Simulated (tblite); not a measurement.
# Geometry relaxation of Ge$_{2}$O$_{2}$F$_{4}$

The run: geometry relaxation of Ge$_{2}$O$_{2}$F$_{4}$. Method and program: GFN2-xTB geometry optimisation, gas phase (tblite 0.8.0).

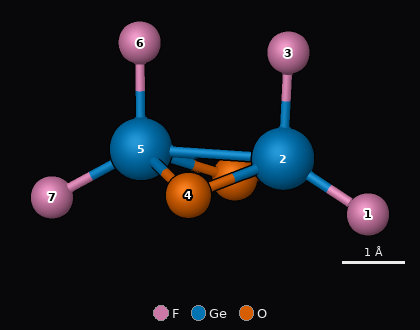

*The input geometry (ball-and-stick view, seen at a tilt; atoms are numbered from 1 in the order of the input). Sticks mark near contacts.*

Input file
```
{"job": {"kind": "relax", "xc": "GFN2-xTB", "basis": "xTB"}, "charge": 0, "multiplicity": 1}
F      2.789577    -0.586602     0.113232
Ge     1.220344     0.053078     0.053771
F      1.052956     1.792741     0.071020
O      0.033113    -0.654822     1.214375
Ge    -1.196801    -0.230621    -0.033795
F     -1.491480     1.486454    -0.071268
F     -2.580426    -1.292576    -0.094490
O      0.131996    -0.591576    -1.204271
```

The first line tells a small driver script what to run in tblite; the rest is the geometry in Å.

Run on 1 CPU thread, shared host.

Launch command:
```bash
OMP_NUM_THREADS=1 python <driver script> task.json out
```

Output
```
step      E/eV     max force
  0    -845.65363    1.094
  1    -845.72373    0.968
  2    -845.94812    1.717
  3    -846.01864    1.147
  4    -846.11939    0.590
  5    -846.14770    0.698
  6    -846.25215    1.086
  7    -846.34823    0.973
  8    -846.41462    0.749
  9    -846.44677    0.703
 10    -846.47134    0.536
 11    -846.49559    0.608
 12    -846.51631    0.668
 13    -846.54666    0.437
 14    -846.56986    0.426
 15    -846.59577    0.550
 16    -846.63007    0.729
 17    -846.66745    0.666
 18    -846.68822    0.400
 19    -846.69339    0.166
 20    -846.69542    0.259
 21    -846.69784    0.165
 22    -846.69969    0.104
 23    -846.70096    0.091
 24    -846.70174    0.095
 25    -846.70230    0.067
 26    -846.70252    0.029
 27    -846.70258    0.018
 28    -846.70261    0.015
 29    -846.70265    0.017
 30    -846.70268    0.017
 31    -846.70270    0.020
 32    -846.70272    0.019
 33    -846.70274    0.014
 34    -846.70275    0.008
 35    -846.70276    0.004
```

Trajectory as extended XYZ (Å, eV, eV/Å), 26 of the 36 frames kept, from step=0 to step=35
```
8
Properties=species:S:1:pos:R:3:forces:R:3 step=0 energy=-845.65363
F     2.7896   -0.5866    0.1132   -0.0030   0.0760   0.0000
Ge    1.2203    0.0531    0.0538   -0.0390  -0.4410   0.0460
F     1.0530    1.7927    0.0710    0.7840  -0.4470   0.0560
O     0.0331   -0.6548    1.2144   -0.1620   1.0030   0.4050
Ge   -1.1968   -0.2306   -0.0338   -0.3010  -0.9320  -0.0520
F    -1.4915    1.4865   -0.0713   -0.6130  -0.5740   0.0280
F    -2.5804   -1.2926   -0.0945    0.4850   0.4600   0.0130
O     0.1320   -0.5916   -1.2043   -0.1520   0.8560  -0.4970
8
Properties=species:S:1:pos:R:3:forces:R:3 step=1 energy=-845.72373
F     2.7895   -0.5855    0.1132    0.0140   0.0470   0.0010
Ge    1.2198    0.0468    0.0544   -0.0760  -0.3210   0.0260
F     1.0642    1.7864    0.0718    0.7630  -0.4470   0.0550
O     0.0308   -0.6405    1.2202   -0.1730   0.9000   0.3130
Ge   -1.2011   -0.2439   -0.0345   -0.0690  -0.5950  -0.0560
F    -1.5002    1.4783   -0.0709   -0.5930  -0.6450   0.0300
F    -2.5735   -1.2860   -0.0943    0.3030   0.2960   0.0070
O     0.1298   -0.5794   -1.2114   -0.1680   0.7650  -0.3750
8
Properties=species:S:1:pos:R:3:forces:R:3 step=3 energy=-846.01864
F     2.7912   -0.5801    0.1134    0.0140  -0.1280   0.0020
Ge    1.2107    0.0059    0.0574    0.1020   0.2710  -0.0550
F     1.1709    1.7254    0.0794    0.6090  -0.1750   0.0350
O     0.0066   -0.5193    1.2606   -0.0880   0.1530  -0.1770
Ge   -1.1995   -0.3118   -0.0422    0.6080   0.9710  -0.0570
F    -1.5834    1.3874   -0.0668   -0.4980  -0.5950   0.0190
F    -2.5438   -1.2549   -0.0939   -0.6670  -0.6010  -0.0280
O     0.1064   -0.4765   -1.2594   -0.0800   0.1040   0.2610
8
Properties=species:S:1:pos:R:3:forces:R:3 step=4 energy=-846.11939
F     2.7921   -0.5829    0.1136    0.0310  -0.2200  -0.0040
Ge    1.2127   -0.0041    0.0568    0.2450   0.2110  -0.0080
F     1.2517    1.6881    0.0848    0.5460   0.2230   0.0170
O    -0.0087   -0.4512    1.2741    0.1300  -0.1050  -0.2700
Ge   -1.1769   -0.3078   -0.0485   -0.5050   0.1820  -0.0160
F    -1.6476    1.3179   -0.0639   -0.5800   0.0870  -0.0060
F    -2.5561   -1.2639   -0.0948   -0.0300  -0.2560  -0.0090
O     0.0920   -0.4200   -1.2734    0.1640  -0.1220   0.2970
8
Properties=species:S:1:pos:R:3:forces:R:3 step=6 energy=-846.25215
F     2.7980   -0.6117    0.1133    0.0440  -0.3190  -0.0100
Ge    1.2359    0.0016    0.0558   -0.0310   0.0990   0.0580
F     1.4224    1.6644    0.0938    0.4430   0.4930  -0.0050
O    -0.0161   -0.3686    1.2639    0.1430  -0.2240  -0.1710
Ge   -1.1935   -0.2918   -0.0573   -0.5240  -0.6780   0.0870
F    -1.8023    1.2409   -0.0611   -0.7160   0.8150  -0.0410
F    -2.5751   -1.3042   -0.0972    0.4630   0.0020  -0.0040
O     0.0898   -0.3547   -1.2626    0.1790  -0.1880   0.0860
8
Properties=species:S:1:pos:R:3:forces:R:3 step=7 energy=-846.34823
F     2.8039   -0.6426    0.1129   -0.0340  -0.3660  -0.0140
Ge    1.2547    0.0104    0.0559   -0.1240   0.2370   0.0900
F     1.5719    1.6555    0.1012    0.3150   0.3990  -0.0200
O    -0.0191   -0.3070    1.2504    0.0760  -0.2630  -0.0260
Ge   -1.2149   -0.2869   -0.0627   -0.3770  -0.6410   0.1340
F    -1.9443    1.1936   -0.0596   -0.6050   0.7590  -0.0560
F    -2.5847   -1.3404   -0.0995    0.6530   0.0720  -0.0050
O     0.0918   -0.3065   -1.2499    0.0960  -0.1970  -0.1030
8
Properties=species:S:1:pos:R:3:forces:R:3 step=8 energy=-846.41462
F     2.8084   -0.6779    0.1122   -0.1770  -0.3680  -0.0170
Ge    1.2720    0.0250    0.0571   -0.0960   0.4020   0.0930
F     1.7208    1.6505    0.1080    0.1300   0.1830  -0.0320
O    -0.0215   -0.2518    1.2367   -0.0100  -0.2590   0.1260
Ge   -1.2385   -0.2836   -0.0663   -0.2760  -0.2790   0.1420
F    -2.0890    1.1539   -0.0589   -0.3040   0.4130  -0.0610
F    -2.5874   -1.3767   -0.1018    0.7440   0.0860  -0.0040
O     0.0944   -0.2633   -1.2384   -0.0110  -0.1790  -0.2480
8
Properties=species:S:1:pos:R:3:forces:R:3 step=10 energy=-846.47134
F     2.7996   -0.7223    0.1110   -0.4000  -0.1930  -0.0110
Ge    1.2838    0.0618    0.0608   -0.1320   0.0380  -0.0240
F     1.8206    1.6638    0.1103    0.0110   0.1060  -0.0210
O    -0.0207   -0.2419    1.2268   -0.1150  -0.0720   0.2140
Ge   -1.2689   -0.2744   -0.0620    0.2080   0.1590   0.0360
F    -2.1944    1.1515   -0.0619    0.0420  -0.0170  -0.0440
F    -2.5591   -1.4068   -0.1037    0.5360  -0.0250   0.0030
O     0.0984   -0.2556   -1.2327   -0.1510   0.0040  -0.1520
8
Properties=species:S:1:pos:R:3:forces:R:3 step=11 energy=-846.49559
F     2.7819   -0.7400    0.1101   -0.4220  -0.1090  -0.0060
Ge    1.2796    0.0772    0.0619   -0.1860  -0.1800  -0.0800
F     1.8222    1.6773    0.1085    0.0030   0.0910  -0.0120
O    -0.0224   -0.2589    1.2324   -0.1010   0.0520   0.0920
Ge   -1.2727   -0.2698   -0.0570    0.4710   0.3840  -0.0210
F    -2.2001    1.1670   -0.0652    0.1240  -0.1610  -0.0290
F    -2.5251   -1.4097   -0.1038    0.2670  -0.2000   0.0020
O     0.0958   -0.2672   -1.2384   -0.1560   0.1230   0.0550
8
Properties=species:S:1:pos:R:3:forces:R:3 step=13 energy=-846.54666
F     2.7169   -0.7880    0.1080   -0.3000  -0.0730  -0.0030
Ge    1.2597    0.0958    0.0599   -0.0230  -0.0760  -0.0480
F     1.8510    1.7015    0.1053   -0.1360  -0.2200  -0.0140
O    -0.0339   -0.2698    1.2510    0.0650   0.2640  -0.1600
Ge   -1.2532   -0.2421   -0.0490    0.1460   0.4080  -0.0510
F    -2.2266    1.1754   -0.0735    0.2400  -0.2700  -0.0040
F    -2.4332   -1.4316   -0.1041    0.0100  -0.3360  -0.0020
O     0.0787   -0.2650   -1.2489   -0.0040   0.3030   0.2820
8
Properties=species:S:1:pos:R:3:forces:R:3 step=14 energy=-846.56986
F     2.6779   -0.8156    0.1068   -0.1870  -0.1210  -0.0050
Ge    1.2499    0.1004    0.0580    0.1010   0.1160   0.0120
F     1.8831    1.7023    0.1045   -0.2150  -0.3570  -0.0200
O    -0.0407   -0.2537    1.2592    0.1540   0.3050  -0.2250
Ge   -1.2402   -0.2235   -0.0474   -0.2450   0.2160  -0.0200
F    -2.2524    1.1615   -0.0773    0.2450  -0.2100   0.0010
F    -2.3863   -1.4511   -0.1045    0.0410  -0.2710   0.0000
O     0.0680   -0.2441   -1.2508    0.1060   0.3220   0.2570
8
Properties=species:S:1:pos:R:3:forces:R:3 step=15 energy=-846.59577
F     2.6338   -0.8485    0.1055   -0.0590  -0.1960  -0.0070
Ge    1.2422    0.1054    0.0564    0.1930   0.3070   0.0730
F     1.9277    1.6917    0.1043   -0.2730  -0.4130  -0.0260
O    -0.0464   -0.2195    1.2647    0.2020   0.2930  -0.2430
Ge   -1.2317   -0.2033   -0.0468   -0.5470  -0.0460   0.0360
F    -2.2880    1.1345   -0.0808    0.1840  -0.0680   0.0030
F    -2.3359   -1.4778   -0.1050    0.1030  -0.1730   0.0030
O     0.0576   -0.2064   -1.2496    0.1970   0.2960   0.1610
8
Properties=species:S:1:pos:R:3:forces:R:3 step=17 energy=-846.66745
F     2.5064   -0.9632    0.1012    0.0240  -0.2140  -0.0100
Ge    1.2354    0.1380    0.0569    0.2720   0.3260   0.0990
F     2.0796    1.6287    0.1042   -0.2610  -0.2130  -0.0210
O    -0.0539   -0.0776    1.2655    0.0890   0.1400  -0.1260
Ge   -1.2409   -0.1572   -0.0436   -0.4310  -0.5000   0.0920
F    -2.4199    1.0374   -0.0901   -0.0570   0.2510   0.0070
F    -2.1863   -1.5709   -0.1065    0.1830   0.0640   0.0200
O     0.0390   -0.0591   -1.2390    0.1810   0.1460  -0.0620
8
Properties=species:S:1:pos:R:3:forces:R:3 step=18 energy=-846.68822
F     2.4524   -1.0131    0.0992   -0.0230  -0.1200  -0.0070
Ge    1.2369    0.1568    0.0591    0.1200   0.0380   0.0310
F     2.1248    1.5971    0.1031   -0.1030   0.0480  -0.0050
O    -0.0548   -0.0180    1.2635   -0.0020   0.0520  -0.0710
Ge   -1.2511   -0.1491   -0.0401   -0.0780  -0.3900   0.0400
F    -2.4643    1.0048   -0.0938   -0.1220   0.2700   0.0140
F    -2.1195   -1.6063   -0.1065    0.1090   0.0400   0.0260
O     0.0349    0.0039   -1.2359    0.0990   0.0620  -0.0280
8
Properties=species:S:1:pos:R:3:forces:R:3 step=20 energy=-846.69542
F     2.4206   -1.0392    0.0979   -0.0050  -0.0550   0.0000
Ge    1.2383    0.1669    0.0604   -0.0960  -0.2280  -0.0380
F     2.1185    1.5931    0.1009    0.0670   0.2500   0.0130
O    -0.0550   -0.0055    1.2611   -0.0260   0.0360  -0.0080
Ge   -1.2548   -0.1542   -0.0360    0.1390  -0.0170  -0.0390
F    -2.4669    1.0120   -0.0956   -0.0550   0.1340   0.0250
F    -2.0779   -1.6192   -0.1050   -0.0630  -0.1530   0.0190
O     0.0366    0.0222   -1.2352    0.0390   0.0330   0.0270
8
Properties=species:S:1:pos:R:3:forces:R:3 step=21 energy=-846.69784
F     2.4149   -1.0458    0.0976   -0.0100  -0.0290   0.0010
Ge    1.2382    0.1676    0.0600   -0.0240  -0.1610  -0.0280
F     2.1217    1.5998    0.1007    0.0090   0.1440   0.0110
O    -0.0556   -0.0071    1.2603   -0.0180   0.0520   0.0170
Ge   -1.2547   -0.1534   -0.0355    0.0470   0.0230  -0.0500
F    -2.4720    1.0175   -0.0958    0.0290   0.0470   0.0290
F    -2.0709   -1.6243   -0.1045   -0.0610  -0.1210   0.0190
O     0.0376    0.0218   -1.2343    0.0280   0.0450   0.0020
8
Properties=species:S:1:pos:R:3:forces:R:3 step=22 energy=-846.69969
F     2.4139   -1.0470    0.0976    0.0270  -0.0530   0.0010
Ge    1.2382    0.1637    0.0592    0.0050  -0.0340  -0.0050
F     2.1128    1.6086    0.1006   -0.0320   0.0470   0.0090
O    -0.0557   -0.0123    1.2597   -0.0100   0.0530   0.0270
Ge   -1.2536   -0.1546   -0.0362   -0.0060   0.0320  -0.0440
F    -2.4651    1.0270   -0.0949    0.0580   0.0010   0.0260
F    -2.0715   -1.6269   -0.1035   -0.0530  -0.0880   0.0160
O     0.0401    0.0175   -1.2338    0.0120   0.0420  -0.0310
8
Properties=species:S:1:pos:R:3:forces:R:3 step=24 energy=-846.70174
F     2.4152   -1.0498    0.0976    0.0620  -0.0700   0.0020
Ge    1.2385    0.1565    0.0585    0.0060   0.0910   0.0280
F     2.0887    1.6202    0.1005   -0.0280  -0.0230   0.0080
O    -0.0555   -0.0162    1.2590   -0.0140   0.0220   0.0150
Ge   -1.2519   -0.1584   -0.0392   -0.0090  -0.0010  -0.0200
F    -2.4442    1.0421   -0.0921    0.0280  -0.0140   0.0170
F    -2.0766   -1.6327   -0.1010   -0.0190  -0.0100   0.0090
O     0.0451    0.0146   -1.2347   -0.0260   0.0050  -0.0590
8
Properties=species:S:1:pos:R:3:forces:R:3 step=25 energy=-846.70230
F     2.4198   -1.0504    0.0978    0.0350  -0.0410   0.0010
Ge    1.2388    0.1549    0.0590    0.0050   0.0620   0.0250
F     2.0789    1.6229    0.1008   -0.0050  -0.0090   0.0090
O    -0.0556   -0.0167    1.2590   -0.0140   0.0060  -0.0050
Ge   -1.2513   -0.1608   -0.0410    0.0060  -0.0160  -0.0120
F    -2.4353    1.0463   -0.0904    0.0040  -0.0060   0.0120
F    -2.0823   -1.6337   -0.1000   -0.0020   0.0150   0.0070
O     0.0463    0.0135   -1.2365   -0.0290  -0.0110  -0.0380
8
Properties=species:S:1:pos:R:3:forces:R:3 step=27 energy=-846.70258
F     2.4269   -1.0488    0.0981   -0.0090   0.0000   0.0010
Ge    1.2395    0.1553    0.0601    0.0040  -0.0020   0.0050
F     2.0746    1.6247    0.1016    0.0070   0.0100   0.0090
O    -0.0561   -0.0186    1.2586   -0.0040   0.0020  -0.0180
Ge   -1.2509   -0.1631   -0.0428    0.0050  -0.0040  -0.0130
F    -2.4309    1.0481   -0.0889    0.0010  -0.0060   0.0100
F    -2.0897   -1.6315   -0.0993    0.0040   0.0100   0.0070
O     0.0459    0.0100   -1.2388   -0.0080  -0.0100  -0.0010
8
Properties=species:S:1:pos:R:3:forces:R:3 step=28 energy=-846.70261
F     2.4275   -1.0488    0.0981   -0.0130   0.0050   0.0010
Ge    1.2397    0.1556    0.0603    0.0030  -0.0080  -0.0010
F     2.0753    1.6250    0.1019    0.0040   0.0080   0.0080
O    -0.0563   -0.0187    1.2583   -0.0010   0.0040  -0.0140
Ge   -1.2509   -0.1633   -0.0432    0.0000   0.0020  -0.0130
F    -2.4313    1.0478   -0.0885    0.0040  -0.0070   0.0100
F    -2.0902   -1.6309   -0.0991    0.0020   0.0050   0.0060
O     0.0455    0.0094   -1.2391    0.0000  -0.0070   0.0030
8
Properties=species:S:1:pos:R:3:forces:R:3 step=29 energy=-846.70265
F     2.4269   -1.0494    0.0981   -0.0150   0.0080   0.0010
Ge    1.2399    0.1561    0.0606    0.0020  -0.0090  -0.0060
F     2.0764    1.6254    0.1024    0.0000   0.0020   0.0070
O    -0.0566   -0.0183    1.2575    0.0020   0.0050  -0.0070
Ge   -1.2508   -0.1632   -0.0439   -0.0040   0.0030  -0.0110
F    -2.4320    1.0472   -0.0880    0.0050  -0.0070   0.0090
F    -2.0897   -1.6308   -0.0988    0.0000   0.0010   0.0060
O     0.0450    0.0092   -1.2394    0.0100  -0.0040   0.0010
8
Properties=species:S:1:pos:R:3:forces:R:3 step=31 energy=-846.70270
F     2.4243   -1.0511    0.0982   -0.0070   0.0040   0.0000
Ge    1.2402    0.1565    0.0608   -0.0050   0.0050  -0.0090
F     2.0776    1.6259    0.1036   -0.0040  -0.0080   0.0050
O    -0.0570   -0.0162    1.2560    0.0030   0.0020   0.0050
Ge   -1.2506   -0.1631   -0.0458    0.0000   0.0020  -0.0010
F    -2.4324    1.0459   -0.0865   -0.0020   0.0000   0.0050
F    -2.0878   -1.6314   -0.0977   -0.0040  -0.0030   0.0040
O     0.0449    0.0096   -1.2400    0.0180  -0.0020  -0.0090
8
Properties=species:S:1:pos:R:3:forces:R:3 step=32 energy=-846.70272
F     2.4231   -1.0516    0.0982   -0.0020   0.0010   0.0000
Ge    1.2401    0.1566    0.0606   -0.0060   0.0090  -0.0060
F     2.0777    1.6259    0.1042   -0.0030  -0.0080   0.0040
O    -0.0570   -0.0153    1.2554    0.0010   0.0000   0.0050
Ge   -1.2504   -0.1631   -0.0465    0.0040   0.0000   0.0040
F    -2.4323    1.0455   -0.0857   -0.0060   0.0030   0.0030
F    -2.0873   -1.6316   -0.0972   -0.0040  -0.0030   0.0020
O     0.0454    0.0098   -1.2404    0.0140  -0.0030  -0.0120
8
Properties=species:S:1:pos:R:3:forces:R:3 step=34 energy=-846.70275
F     2.4220   -1.0515    0.0983    0.0030  -0.0020   0.0000
Ge    1.2399    0.1571    0.0601   -0.0010   0.0050  -0.0010
F     2.0777    1.6256    0.1054    0.0000  -0.0010   0.0020
O    -0.0570   -0.0144    1.2547   -0.0020  -0.0010  -0.0010
Ge   -1.2501   -0.1632   -0.0476    0.0050  -0.0010   0.0060
F    -2.4325    1.0450   -0.0844   -0.0040   0.0030  -0.0010
F    -2.0876   -1.6317   -0.0963   -0.0010  -0.0010   0.0000
O     0.0469    0.0092   -1.2416    0.0000  -0.0020  -0.0070
8
Properties=species:S:1:pos:R:3:forces:R:3 step=35 energy=-846.70276
F     2.4223   -1.0513    0.0983    0.0020  -0.0010   0.0000
Ge    1.2399    0.1573    0.0599    0.0000   0.0000  -0.0010
F     2.0779    1.6256    0.1056    0.0000   0.0000   0.0020
O    -0.0570   -0.0146    1.2546   -0.0020   0.0000  -0.0020
Ge   -1.2500   -0.1632   -0.0476    0.0020   0.0000   0.0040
F    -2.4328    1.0450   -0.0842   -0.0010   0.0010  -0.0010
F    -2.0881   -1.6315   -0.0962    0.0000   0.0000   0.0000
O     0.0472    0.0088   -1.2420   -0.0020  -0.0010  -0.0020
```

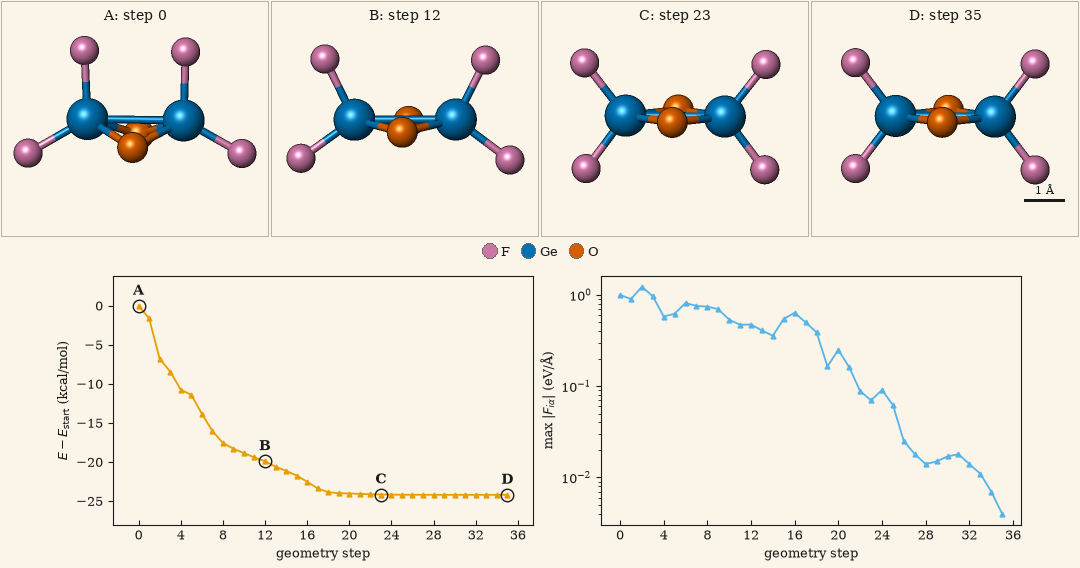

*Frames of the relaxation (ball-and-stick view, seen on its broad side) above the curves, on which the letters mark them (steps are counted from 0).*

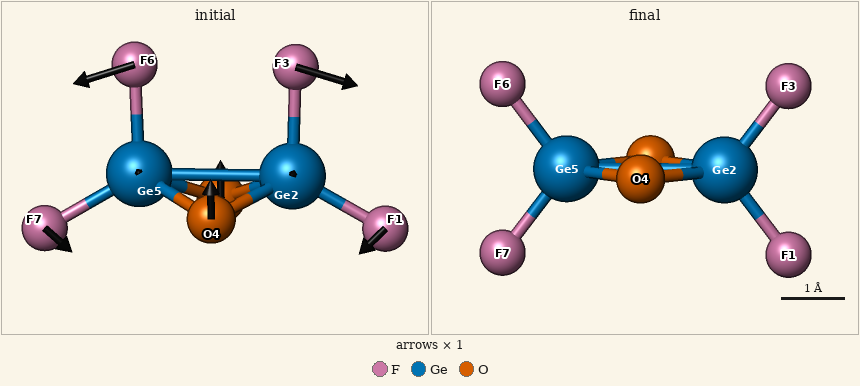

*Before (left) and after (right) the relaxation, at one scale (ball-and-stick view, seen on its broad side). The black arrows give the displacements, at true length.*

After 35 geometry steps the energy has fallen by 24.2 kcal/mol. The largest force component goes from 1 to 0.004 eV/Å. The atom that moves furthest after the best rigid fit is F3 (1.04 Å). By element the largest moves are F 1.04 Å, O 0.65 Å, Ge 0.10 Å. Among the contacts that change: Ge2–Ge5 2.435 → 2.513 Å, Ge2–F3 1.748 → 1.691 Å, Ge5–F6 1.743 → 1.691 Å, Ge5–O8 1.807 → 1.772 Å. Among the angles that change: F3–Ge2–Ge5 91.2° → 127.1°, Ge2–Ge5–F6 93.1° → 127.1°, F1–Ge2–Ge5 151.1° → 127.1°. (Atoms are counted from 1 in the order of the input.)

Key numbers

```tsv
quantity	value
outcome	converged
total energy	−846.7028 eV
wall time	0.54 s
peak memory	0.18 GiB
```
